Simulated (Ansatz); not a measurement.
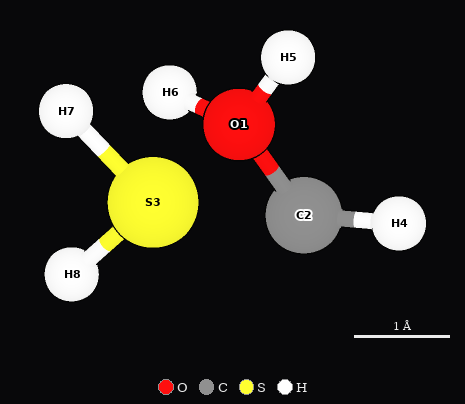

**Figure 1.** The starting structure (ball-and-stick view, seen at an oblique angle; atoms are numbered from 1 in the order of the input).

## Run report: CH5OS (charge +1), geometry relaxation

- system: CH5OS, charge +1
- method: RKS PBE-D4/def2-SVP (Ansatz 0.2.0)

Figures and captions count atoms from 1; the log counts them from 0 in places.

What the program printed
```
Functional definition: PBE
  name "PBE"
  cite "Perdew, Burke & Ernzerhof, Phys. Rev. Lett. 77, 3865 (1996) doi:10.1103/PhysRevLett.77.3865"
  parent pbe
  parameter kappa = 0.804
  parameter beta = 0.06672455060314922
  exchange = pbe_x(kappa = kappa, mu = beta*pi^2/3)
  correlation = pbe_c(beta = beta)
796 factors; their error is unknown
mean field evaluation 1: about -13944.3641 eV, gradient 9.3e1 eV
mean field evaluation 2: about -13743.5295 eV, gradient 2.0e2 eV
mean field evaluation 4: about -13961.8391 eV, gradient 5.2e1 eV
mean field evaluation 8: about -13969.9528 eV, gradient 1.0e0 eV
mean field evaluation 16: about -13969.9200 eV, gradient 1.1e-3 eV
mean field -13969.91999565 eV, -513.3850906884 hartree, gradient 5.0e-5 eV, S^2 0.000000; 1 other end points of the search recorded, 0 dependent functions left out
the calculation of the forces begins
reference -13969.92002327 eV, -513.3850917032 hartree; 17, 17 occupied and 54, 54 virtual orbitals, 796 factors
relax step   1: F+E_penalty+E_count = -13970.01985726 eV  Δ(F+E_penalty+E_count) = +0.000e0 eV  max|allowed force component| = 7.578e0 eV/Å  Δτ_max = 0.0000 Å  (53 SCF iters, accepted)
these checks for a lower state are left out or cut short: starts, cluster_reference, orbital_swaps, neighbouring_geometries, increment
796 factors; their error is unknown
mean field evaluation 32: about -13972.2903 eV, gradient 1.1e-1 eV
mean field -13972.29037449 eV, -513.4722005038 hartree, gradient 2.5e-5 eV, S^2 0.000000; 0 other end points of the search recorded, 0 dependent functions left out
[... from here on the field's lines of each further geometry are left out, up to the last ...]
relax step   2: F+E_penalty+E_count = -13972.38614136 eV  Δ(F+E_penalty+E_count) = -2.366e0 eV  max|allowed force component| = 3.692e0 eV/Å  Δτ_max = 0.1971 Å  (36 SCF iters, accepted)
relax step   3: F+E_penalty+E_count = -13973.46564906 eV  Δ(F+E_penalty+E_count) = -1.080e0 eV  max|allowed force component| = 1.909e0 eV/Å  Δτ_max = 0.1998 Å  (36 SCF iters, accepted)
relax step   4: F+E_penalty+E_count = -13973.88601798 eV  Δ(F+E_penalty+E_count) = -4.204e-1 eV  max|allowed force component| = 1.084e0 eV/Å  Δτ_max = 0.1989 Å  (35 SCF iters, accepted)
relax step   5: F+E_penalty+E_count = -13974.14139416 eV  Δ(F+E_penalty+E_count) = -2.554e-1 eV  max|allowed force component| = 7.398e-1 eV/Å  Δτ_max = 0.2000 Å  (35 SCF iters, accepted)
relax step   6: F+E_penalty+E_count = -13974.31477739 eV  Δ(F+E_penalty+E_count) = -1.734e-1 eV  max|allowed force component| = 5.838e-1 eV/Å  Δτ_max = 0.1949 Å  (28 SCF iters, accepted)
relax step   7: F+E_penalty+E_count = -13974.45877304 eV  Δ(F+E_penalty+E_count) = -1.440e-1 eV  max|allowed force component| = 5.498e-1 eV/Å  Δτ_max = 0.1954 Å  (29 SCF iters, accepted)
relax step   8: F+E_penalty+E_count = -13974.64010798 eV  Δ(F+E_penalty+E_count) = -1.813e-1 eV  max|allowed force component| = 4.924e-1 eV/Å  Δτ_max = 0.1974 Å  (28 SCF iters, accepted)
relax step   9: F+E_penalty+E_count = -13974.84672019 eV  Δ(F+E_penalty+E_count) = -2.066e-1 eV  max|allowed force component| = 5.903e-1 eV/Å  Δτ_max = 0.1952 Å  (28 SCF iters, accepted)
relax step  10: F+E_penalty+E_count = -13975.05301455 eV  Δ(F+E_penalty+E_count) = -2.063e-1 eV  max|allowed force component| = 1.027e0 eV/Å  Δτ_max = 0.1950 Å  (33 SCF iters, accepted)
relax step  11: F+E_penalty+E_count = -13975.25565160 eV  Δ(F+E_penalty+E_count) = -2.026e-1 eV  max|allowed force component| = 1.012e0 eV/Å  Δτ_max = 0.1949 Å  (33 SCF iters, accepted)
relax step  12: F+E_penalty+E_count = -13975.27297092 eV  Δ(F+E_penalty+E_count) = -1.732e-2 eV  max|allowed force component| = 1.367e0 eV/Å  Δτ_max = 0.1947 Å  (34 SCF iters, accepted)
relax step  13: F+E_penalty+E_count = -13975.33979615 eV  Δ(F+E_penalty+E_count) = -6.683e-2 eV  max|allowed force component| = 3.052e-1 eV/Å  Δτ_max = 0.2000 Å  (28 SCF iters, accepted)
relax step  14: F+E_penalty+E_count = -13975.35461652 eV  Δ(F+E_penalty+E_count) = -1.482e-2 eV  max|allowed force component| = 2.178e-1 eV/Å  Δτ_max = 0.1450 Å  (28 SCF iters, accepted)
relax step  15: F+E_penalty+E_count = -13975.35579013 eV  Δ(F+E_penalty+E_count) = -1.174e-3 eV  max|allowed force component| = 4.583e-1 eV/Å  Δτ_max = 0.0602 Å  (28 SCF iters, accepted)
relax step  16: F+E_penalty+E_count = -13975.36223864 eV  Δ(F+E_penalty+E_count) = -6.449e-3 eV  max|allowed force component| = 7.081e-2 eV/Å  Δτ_max = 0.0347 Å  (28 SCF iters, accepted)
the calculation of the forces begins
reference -13975.28393287 eV, -513.5822117453 hartree; 17, 17 occupied and 54, 54 virtual orbitals, 796 factors
relax step  17: F+E_penalty+E_count = -13975.36303862 eV  Δ(F+E_penalty+E_count) = -8.000e-4 eV  max|allowed force component| = 2.529e-2 eV/Å  Δτ_max = 0.0321 Å  (28 SCF iters, accepted)
796 factors; their error is unknown
mean field evaluation 160: about -13975.2839 eV, gradient 8.4e-3 eV
```

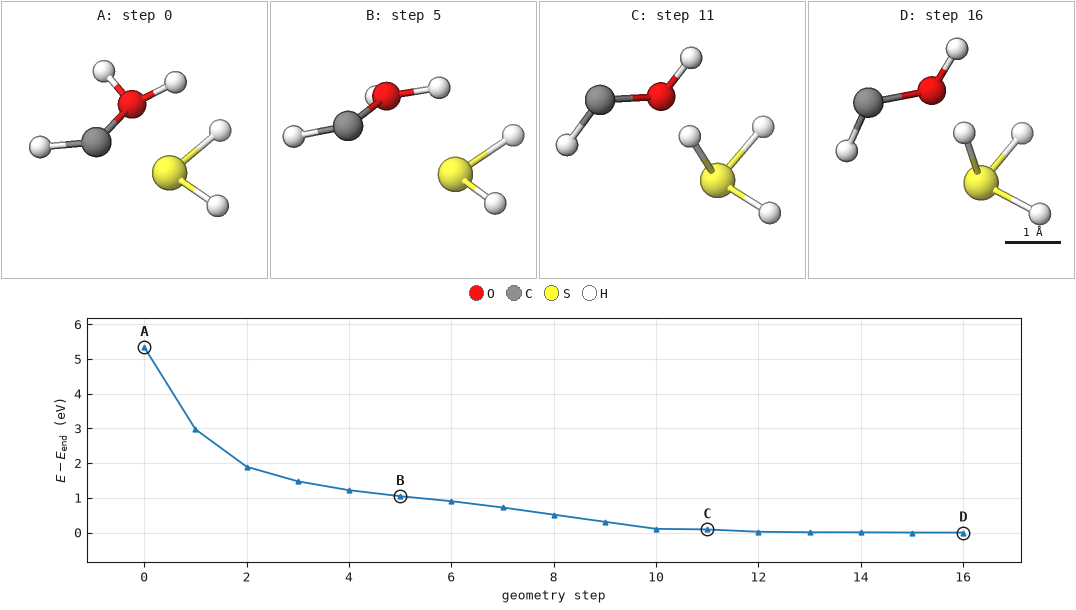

**Figure 2.** Frames of the relaxation (ball-and-stick view, seen at a tilt) above the curves, on which the letters mark them (the first geometry is step 0 here and step 1 in the log).

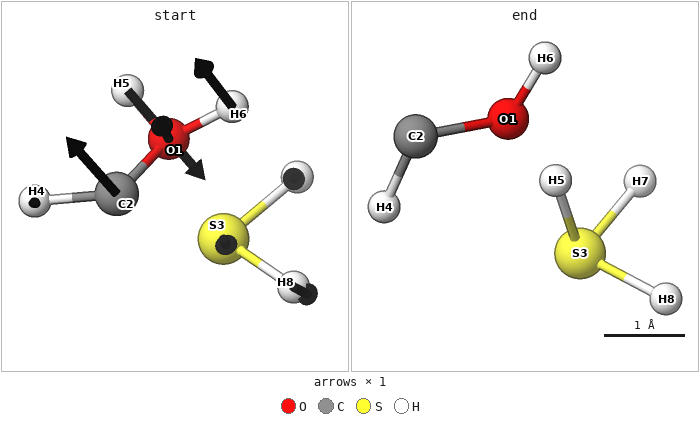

**Figure 3.** Before (left) and after (right) the relaxation, at one scale (ball-and-stick view, seen at a tilt). The black arrows give the displacements, at true length. The largest move after the best rigid fit is that of H5, 1.50 Å. By element the largest moves are H 1.50 Å, C 1.01 Å, O 0.67 Å, S 0.42 Å. Among the contacts that change: S3–H5 2.366 → 1.490 Å, O1–H5 0.970 → 1.535 Å, C2–H4 1.060 → 1.133 Å, O1–H6 0.970 → 0.990 Å. New bonds form: S3–H5 (2.37 → 1.49 Å). Bonds break: O1–H5 (0.97 → 1.53 Å). Among the angles that change: O1–C2–H4 112.7° → 102.0°. The energy falls by 5.343 eV in 16 geometry steps. The largest force component goes from 7.6 to 0.025 eV/Å. (Atoms are counted from 1 in the order of the input.)

```
mean field -13975.28390598 eV, -513.5822107571 hartree, gradient 1.3e-5 eV, S^2 0.000000; 1 other end points of the search recorded, 0 dependent functions left out
the calculation of the forces begins
reference -13975.28393287 eV, -513.5822117453 hartree; 17, 17 occupied and 54, 54 virtual orbitals, 796 factors
Total energy: -13975.36306551 eV, -513.5851198163 hartree
Atom 0 at    -0.706226     0.951699     0.301604 Å, force     0.001552    -0.000003     0.010769 eV/Å
Atom 1 at    -1.686447     1.339968    -0.517097 Å, force     0.015006     0.004428     0.025290 eV/Å
Atom 2 at     1.162777    -1.279826    -0.451904 Å, force    -0.014317     0.015312    -0.006415 eV/Å
Atom 3 at    -1.553397     0.636680    -1.395186 Å, force    -0.004076    -0.007419    -0.021652 eV/Å
Atom 4 at     0.316897    -0.166568     0.061970 Å, force     0.006749    -0.004269     0.004313 eV/Å
Atom 5 at    -0.706392     1.496294     1.128072 Å, force    -0.006304    -0.005839    -0.019891 eV/Å
Atom 6 at     2.289475    -0.887158     0.223487 Å, force     0.000771     0.001210     0.000920 eV/Å
Atom 7 at     0.783697    -2.171398     0.517848 Å, force     0.000621    -0.003420     0.006666 eV/Å
Dipole moment:     0.725983    -0.494130     0.527453 e Å
```

Trajectory as extended XYZ (Å, eV, eV/Å), 17 frames, from step=1 to step=17
```
8
Properties=species:S:1:pos:R:3:forces:R:3 step=1 energy=-13970.01986
O    -0.1614    0.6002    0.0166   -4.8850   6.4748   0.0552
C    -1.4561    0.4046   -0.2587   -3.5505  -0.3603   2.7782
S     0.7867   -1.1011   -0.2413    5.7941  -7.5781  -1.3747
H    -1.6950    0.6124   -1.2703    0.3890   0.5647  -2.0973
H     0.3313    1.1980   -0.5671    1.7307   1.2491  -0.9153
H    -0.0258    0.7950    0.9571    0.2077   0.1880   1.1752
H     1.9205   -0.8354    0.4467    0.6206  -0.6475   0.0216
H     0.2001   -1.7540    0.7857   -0.3066   0.1092   0.3570
8
Properties=species:S:1:pos:R:3:forces:R:3 step=2 energy=-13972.38614
O    -0.2339    0.6676    0.0162   -2.3090   3.6917  -0.1175
C    -1.5562    0.4638   -0.2277   -1.8875  -0.1820   1.0522
S     0.9165   -1.2473   -0.2667    2.3562  -3.4401  -0.5382
H    -1.7039    0.6233   -1.3043    0.2679   0.2057  -0.7468
H     0.3248    1.2403   -0.5817    0.7253   0.0381  -0.1911
H    -0.0507    0.8206    0.9734    0.2510  -0.0892   0.3659
H     1.9971   -0.8983    0.4644    0.4229  -0.3651   0.2492
H     0.2068   -1.7504    0.7953    0.1733   0.1409  -0.0737
8
Properties=species:S:1:pos:R:3:forces:R:3 step=3 energy=-13973.46565
O    -0.3222    0.7857    0.0249   -0.6134   1.9091   0.3756
C    -1.6576    0.5088   -0.1976   -0.1961   0.0951  -0.4891
S     1.0335   -1.4048   -0.3039    0.5175  -1.1147   0.5007
H    -1.7029    0.6244   -1.3279   -0.1813   0.0406   0.3525
H     0.3435    1.2506   -0.6065   -0.2083  -0.6526   0.3393
H    -0.0478    0.8306    0.9947    0.0037  -0.1107  -0.5340
H     2.0268   -0.9213    0.4971    0.1282  -0.2840   0.0604
H     0.2270   -1.7543    0.7880    0.5496   0.1172  -0.6055
8
Properties=species:S:1:pos:R:3:forces:R:3 step=4 energy=-13973.88602
O    -0.4379    0.8782    0.0257    0.3778   1.0837  -0.0916
C    -1.7862    0.6420   -0.2114    0.4915   0.1687  -0.4574
S     1.1682   -1.4508   -0.2854    0.2103  -0.1355   0.6250
H    -1.7998    0.7324   -1.3492   -0.1971  -0.0003   0.4352
H     0.3553    1.1156   -0.6503   -0.9566  -0.8135   0.9188
H    -0.1147    0.8524    0.9919   -0.2618  -0.0967  -0.8192
H     2.1673   -1.0441    0.5657   -0.0517  -0.2502  -0.1450
H     0.3482   -1.8060    0.7817    0.3876   0.0440  -0.4658
8
Properties=species:S:1:pos:R:3:forces:R:3 step=5 energy=-13974.14139
O    -0.4873    0.8768   -0.0002   -0.4903   0.7398  -0.4225
C    -1.8497    0.7888   -0.2352    0.2134   0.0836   0.0934
S     1.2510   -1.3882   -0.2318    0.2175  -0.1083   0.2520
H    -1.8924    0.8859   -1.3568    0.0155   0.0225   0.0297
H     0.3088    0.9218   -0.6664   -0.1995  -0.5320   0.4410
H    -0.1771    0.7791    0.9450    0.0362  -0.1042  -0.1125
H     2.2934   -1.1176    0.6111    0.0025  -0.1070  -0.0594
H     0.4536   -1.8268    0.8030    0.2046   0.0055  -0.2217
8
Properties=species:S:1:pos:R:3:forces:R:3 step=6 energy=-13974.31478
O    -0.5354    0.9196   -0.0042   -0.1655   0.2061  -0.5838
C    -1.8951    0.9066   -0.2406    0.1734   0.1444  -0.0599
S     1.3190   -1.3512   -0.2173    0.0374  -0.0467   0.1698
H    -1.9229    0.9473   -1.3693   -0.0215   0.0216   0.1066
H     0.2807    0.7293   -0.6538   -0.1965  -0.4359   0.5328
H    -0.2395    0.7691    0.9340    0.0143   0.0355   0.1514
H     2.3803   -1.1640    0.6274   -0.0729   0.0220  -0.0727
H     0.5134   -1.8370    0.7927    0.2314   0.0529  -0.2443
8
Properties=species:S:1:pos:R:3:forces:R:3 step=7 energy=-13974.45877
O    -0.5551    0.9250    0.0018   -0.1525  -0.0861  -0.3880
C    -1.9105    1.0001   -0.2520    0.2550   0.1784  -0.2358
S     1.3547   -1.3321   -0.2319   -0.1249  -0.0203  -0.0746
H    -1.9200    0.9619   -1.3868   -0.0286  -0.0040   0.2471
H     0.2631    0.5430   -0.5976   -0.0225  -0.4101   0.5498
H    -0.2948    0.8199    0.9571   -0.0721   0.1641   0.1019
H     2.4133   -1.1596    0.6146   -0.0316   0.1414  -0.0162
H     0.5498   -1.8385    0.7635    0.1773   0.0365  -0.1843
8
Properties=species:S:1:pos:R:3:forces:R:3 step=8 energy=-13974.64011
O    -0.5593    0.9086    0.0140   -0.3194  -0.0744   0.1901
C    -1.9015    1.0732   -0.2697    0.3924   0.1551  -0.3916
S     1.3554   -1.3232   -0.2698    0.0620   0.1231  -0.1374
H    -1.9006    0.9485   -1.4039   -0.0151  -0.0293   0.3763
H     0.2637    0.3672   -0.5078    0.2356  -0.4924   0.4432
H    -0.3394    0.8973    0.9919   -0.1684   0.2055  -0.2683
H     2.4109   -1.1138    0.5891   -0.2108   0.1779  -0.1755
H     0.5711   -1.8380    0.7249    0.0238  -0.0655  -0.0367
8
Properties=species:S:1:pos:R:3:forces:R:3 step=9 energy=-13974.84672
O    -0.5645    0.8784    0.0378   -0.5903   0.1705   0.5074
C    -1.8802    1.1418   -0.2965    0.5795   0.0451  -0.4237
S     1.3505   -1.3101   -0.3145   -0.3336   0.0390  -0.0232
H    -1.8713    0.9225   -1.4193    0.0017  -0.0347   0.4405
H     0.2754    0.2071   -0.3966    0.4683  -0.5551   0.2216
H    -0.3804    0.9821    1.0193   -0.2017   0.1351  -0.4348
H     2.3874   -1.0537    0.5441   -0.0783   0.2377  -0.0730
H     0.5835   -1.8485    0.6946    0.1545  -0.0378  -0.2147
8
Properties=species:S:1:pos:R:3:forces:R:3 step=10 energy=-13975.05301
O    -0.5674    0.8500    0.0698   -1.0268   0.5448   0.3902
C    -1.8407    1.2128   -0.3239    0.7578  -0.2081  -0.3682
S     1.2915   -1.2878   -0.3468    0.7545   0.3307  -0.3775
H    -1.8388    0.8785   -1.4202    0.0164   0.0536   0.4436
H     0.3245    0.0497   -0.2926    0.4330  -0.4863   0.0265
H    -0.4221    1.0581    1.0330   -0.1219   0.1335  -0.2351
H     2.3447   -0.9658    0.5054   -0.4302   0.0869  -0.3760
H     0.6087   -1.8758    0.6442   -0.3828  -0.4551   0.4963
8
Properties=species:S:1:pos:R:3:forces:R:3 step=11 energy=-13975.25565
O    -0.6191    0.8558    0.1203   -0.2314   0.5701   1.0118
C    -1.7950    1.2993   -0.3586    0.1530  -0.3280  -0.8692
S     1.2919   -1.2992   -0.3920   -0.1345  -0.2637   0.1301
H    -1.7887    0.8309   -1.4104   -0.1497   0.2133   0.4590
H     0.3778   -0.1053   -0.1872    0.1096  -0.1490  -0.1729
H    -0.5074    1.2079    1.0490    0.0253  -0.1147  -0.3682
H     2.2944   -0.8731    0.4364    0.0215   0.0470   0.0263
H     0.6466   -1.9967    0.6112    0.2063   0.0250  -0.2168
8
Properties=species:S:1:pos:R:3:forces:R:3 step=12 energy=-13975.27297
O    -0.7059    0.8906    0.2116   -1.0789   0.1988  -1.3671
C    -1.8096    1.4252   -0.4270    1.1938  -0.9337  -0.0188
S     1.3319   -1.3568   -0.4077   -0.3149   0.2944   0.0774
H    -1.8121    0.8277   -1.4171   -0.0236   0.2825   0.5802
H     0.4058   -0.2171   -0.1158    0.0087  -0.1435  -0.0631
H    -0.6023    1.3735    1.0450    0.1001   0.3470   0.7948
H     2.3228   -0.8820    0.4105    0.0360  -0.0283   0.0277
H     0.7697   -2.1415    0.5692    0.0787  -0.0170  -0.0311
8
Properties=species:S:1:pos:R:3:forces:R:3 step=13 energy=-13975.33980
O    -0.6759    0.9204    0.2715   -0.3052   0.1633  -0.2342
C    -1.7150    1.3557   -0.4603    0.1397  -0.1283  -0.0829
S     1.2488   -1.3168   -0.4451   -0.1838   0.0489   0.0150
H    -1.6591    0.7011   -1.3936    0.0355   0.0846   0.2438
H     0.3178   -0.2074   -0.0934    0.1356  -0.0049   0.1868
H    -0.6354    1.4530    1.1079    0.0888  -0.1760  -0.0832
H     2.2559   -0.8359    0.3485    0.0504   0.0002   0.0112
H     0.7632   -2.1503    0.5333    0.0390   0.0122  -0.0565
8
Properties=species:S:1:pos:R:3:forces:R:3 step=14 energy=-13975.35462
O    -0.7050    0.9533    0.2794   -0.1123   0.1732   0.2150
C    -1.7065    1.3663   -0.5045    0.1434  -0.2178  -0.0318
S     1.2008   -1.2875   -0.4574    0.0207  -0.0396   0.0591
H    -1.6132    0.6513   -1.3809   -0.0481   0.0810  -0.0465
H     0.3528   -0.2014    0.0471   -0.1583   0.1251  -0.0673
H    -0.6918    1.4980    1.1078    0.0668  -0.0610  -0.0962
H     2.2818   -0.8816    0.2800    0.0714  -0.0305  -0.0122
H     0.7814   -2.1787    0.4973    0.0164  -0.0305  -0.0202
8
Properties=species:S:1:pos:R:3:forces:R:3 step=15 energy=-13975.35579
O    -0.7133    0.9279    0.2953    0.2184  -0.2455  -0.2587
C    -1.6849    1.3460   -0.5102   -0.1779   0.1713  -0.0228
S     1.1781   -1.2694   -0.4485    0.0331  -0.0069  -0.0045
H    -1.5864    0.6430   -1.3842   -0.0231  -0.1318  -0.1580
H     0.3107   -0.1586    0.0506   -0.0003  -0.0527  -0.0050
H    -0.6660    1.4836    1.0986   -0.0295   0.2681   0.4583
H     2.2845   -0.8829    0.2636   -0.0053   0.0068  -0.0155
H     0.7777   -2.1700    0.5036   -0.0154  -0.0094   0.0062
8
Properties=species:S:1:pos:R:3:forces:R:3 step=16 energy=-13975.36224
O    -0.6969    0.9541    0.2890   -0.0708   0.0141  -0.0067
C    -1.7008    1.3367   -0.5066    0.0452   0.0197   0.0671
S     1.1802   -1.2778   -0.4493   -0.0221   0.0035   0.0290
H    -1.5822    0.6436   -1.3933    0.0175  -0.0322  -0.0279
H     0.3225   -0.1608    0.0477    0.0270  -0.0208   0.0000
H    -0.6922    1.4932    1.1193    0.0116  -0.0154  -0.0320
H     2.2929   -0.8935    0.2548   -0.0152   0.0030  -0.0081
H     0.7768   -2.1756    0.5073    0.0067   0.0282  -0.0214
8
Properties=species:S:1:pos:R:3:forces:R:3 step=17 energy=-13975.36304
O    -0.7062    0.9517    0.3016    0.0016   0.0000   0.0108
C    -1.6864    1.3400   -0.5171    0.0150   0.0044   0.0253
S     1.1628   -1.2798   -0.4519   -0.0143   0.0153  -0.0064
H    -1.5534    0.6367   -1.3952   -0.0041  -0.0074  -0.0217
H     0.3169   -0.1666    0.0620    0.0067  -0.0043   0.0043
H    -0.7064    1.4963    1.1281   -0.0063  -0.0058  -0.0199
H     2.2895   -0.8872    0.2235    0.0008   0.0012   0.0009
H     0.7837   -2.1714    0.5178    0.0006  -0.0034   0.0067
```

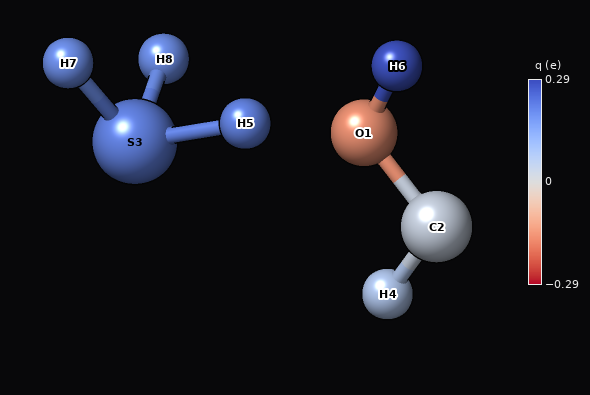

**Figure 4.** Mulliken charges, as the colour of each atom (ball-and-stick view, seen at a tilt; atoms are numbered from 1 in the order of the input). By element: O −0.15, C +0.03, S +0.20 and H +0.07 to +0.28 e.

This output came from the following input.

Input file
```yaml
crystal:
  periodic: [false, false, false]
  atoms:
    - {symbol: O, position_ang: [-0.161396, 0.600158, 0.016601]}
    - {symbol: C, position_ang: [-1.456072, 0.404648, -0.258685]}
    - {symbol: S, position_ang: [0.786710, -1.101108, -0.241289]}
    - {symbol: H, position_ang: [-1.695040, 0.612419, -1.270280]}
    - {symbol: H, position_ang: [0.331314, 1.198018, -0.567094]}
    - {symbol: H, position_ang: [-0.025759, 0.794975, 0.957106]}
    - {symbol: H, position_ang: [1.920534, -0.835375, 0.446745]}
    - {symbol: H, position_ang: [0.200093, -1.754044, 0.785689]}
basis:
  gaussian: {orbitals: def2-SVP}
total_charge: 1
hamiltonian: {xc: pbe, dispersion: d4}
relax: {f_tol: 0.03, max_steps: 250}
```

Launch command:
```bash
ansatz run in.yaml --threads 2 --pin off --events-out ev --progress --plain --max-ram 4352MiB
```

Summary

```tsv
quantity	value
outcome	converged
total energy	−13975.3631 eV
mean-field energy	−13975.2839 eV
dispersion energy	−0.0791 eV
SCF solution under orbital rotations	stable
largest force (length of the vector) at the end	0.030 eV/Å
hardware	2 threads of Intel Xeon @ 2.50GHz, 11 GiB of memory available, shared host
wall time	31 s (CPU time 49 s)
peak memory	0.37 GiB
```
